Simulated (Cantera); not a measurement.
A closed system holds: 1 mol Al, 2.5 mol NH3, 28 mol H2, 0.93 mol HCl, held at 0.850 bar.

These are equilibrium values from Cantera (NASA tables, ideal gas, pure condensed phases), not measurements of a reactor. Candidate condensed phases: Al, AlCl3, AlN, NH4Cl; 20 gas species. The tables' values for AlCl2 are old estimates; treat these amounts as uncertain. Kinetics and transport are ignored.

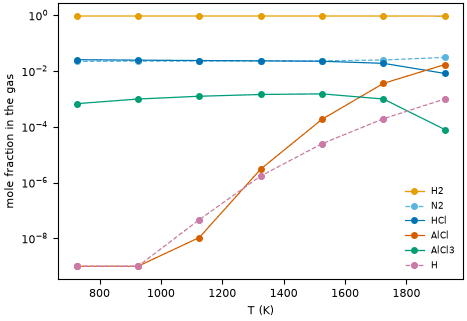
Fig. 1. Equilibrium gas composition (values under 1e-9 drawn at 1e-9)

Task: Read off the mole fractions at 925 K.

Result: H2 about 0.95, HCl about 0.025, N2 about 0.023, AlCl3 about 0.00100.
